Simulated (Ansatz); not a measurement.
The starting structures come from a database of crystals and need not be the phases stable at ambient conditions.

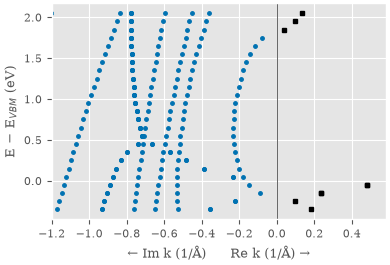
Figure. Complex bands at the centre of the two-dimensional zone; PBEsol (Ansatz, a first-principles code)

The gap is the functional's own, uncorrected, and κ follows it; spin-orbit coupling is left out. Mid-gap values are interpolated between the computed energies.

Question: This is Rb₂Te (Fm-3m, anti-fluorite, not sure to be the ambient phase, 3 atoms a cell, 52.3 Å³ an atom) along the normal of (001). Read off the slowest decay at the centre of the two-dimensional zone at 0.95 eV, the computed energy nearest the middle of the gap.

Answer: κ ≈ 0.22 1/Å, a decay length 1/(2κ) of the density of 2.3 Å.
